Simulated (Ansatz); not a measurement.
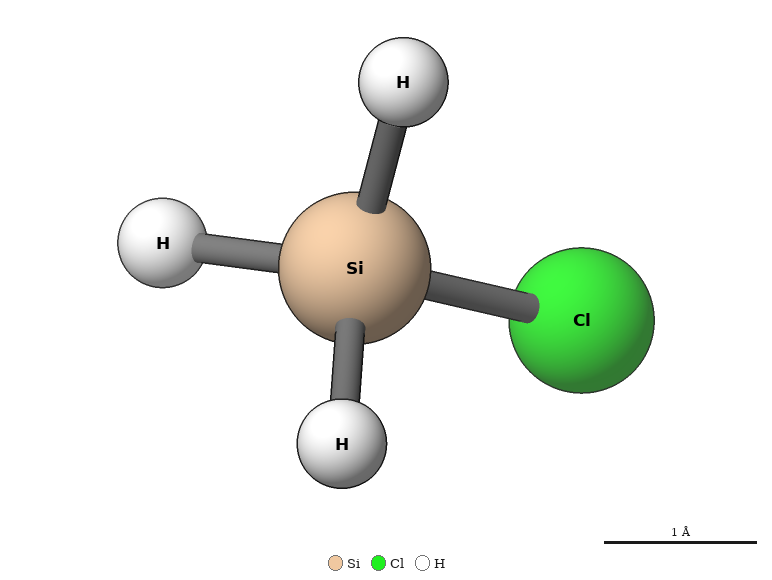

A ball-and-stick model of a molecule. Every bond is drawn as one stick, whatever its order.

Describe the molecule.

The molecule is ClH3Si. This geometry has C3v symmetry. Coordination: 1 Si tetrahedral.

More results for the same structure follow; atom numbers are the same in all pictures, views and colours differ. The computed structure is the end point of a PBE0-D4/def2-TZVP optimisation.

### Geometry

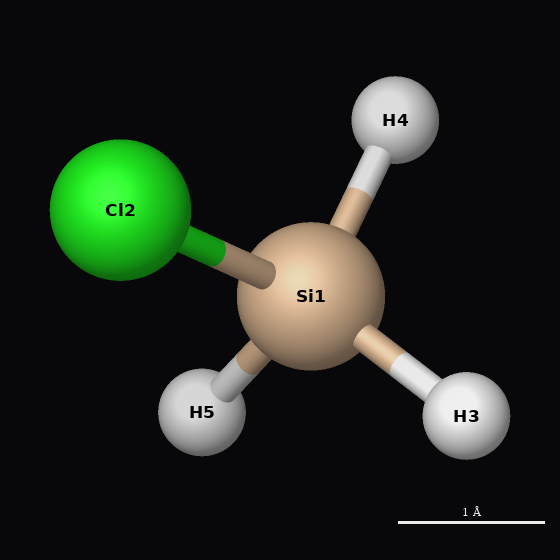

Atoms carry their numbers in the input.

What are the angles Cl2–Si1–H3, H3–Si1–H4?

```csv
angle,degrees
Cl2–Si1–H3,108.5
H3–Si1–H4,110.4
```

### Thermal motion

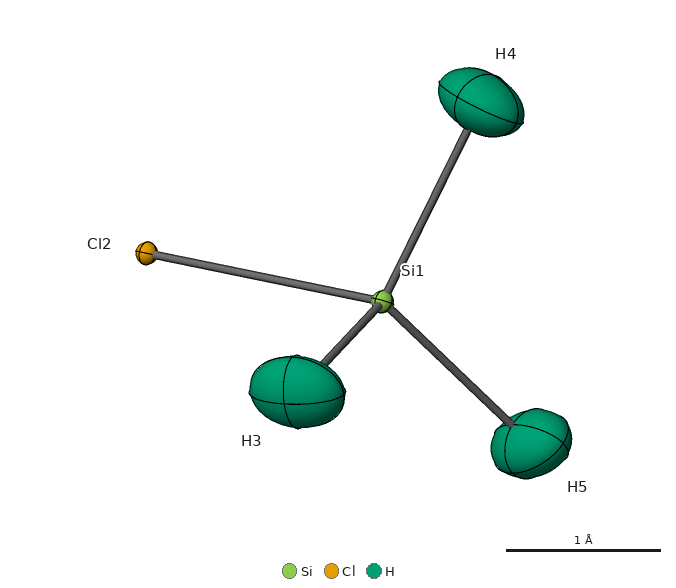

Displacement ellipsoids at the 50 % level, enlarged 1.5 times, from the internal vibrations of the free molecule (harmonic, no overall translation or rotation; no half-axis is drawn under 0.075 Å). Vibrations computed with RKS PBE0-D4/def2-TZVP (Ansatz 0.2.0). Temperature: 0 K (zero-point motion alone).

Which atom moves most?

Answer. H3, H4, H5, with U_eq = 0.0132 Å².

Does H5 move more along its bond or across it?

Answer. Across it: the root-mean-square amplitude is 0.085 Å along the bond and up to 0.146 Å across, since bending and torsion are softer than stretching.

Give the displacement parameters, one line for each set of equivalent atoms.

```tsv
atom	U_eq (Å²)	rms amplitudes (Å)
Si1	0.00027	0.010, 0.010, 0.024
Cl2	0.00014	0.004, 0.004, 0.020
H3, H4, H5	0.0132	0.085, 0.106, 0.146
```

### Charges

The questions are on Mulliken charges. Properties computed with RKS PBE0-D4/def2-TZVP (Ansatz 0.2.0).

Give the Mulliken charges atom by atom.

```csv
atom,value (e)
Si1,0.28
Cl2,−0.25
H3,−0.01
H4,−0.01
H5,−0.01
```

### Electronic properties

Level of theory: RKS PBE0-D4/def2-TZVPP (Ansatz 0.2.0).

What does the calculation give?

- HOMO energy (Kohn–Sham orbital): −9.03 eV
- LUMO energy (Kohn–Sham orbital): −0.09 eV
- HOMO–LUMO gap: 8.94 eV

Mulliken values depend strongly on the basis set and can even reverse the polarity of a bond.
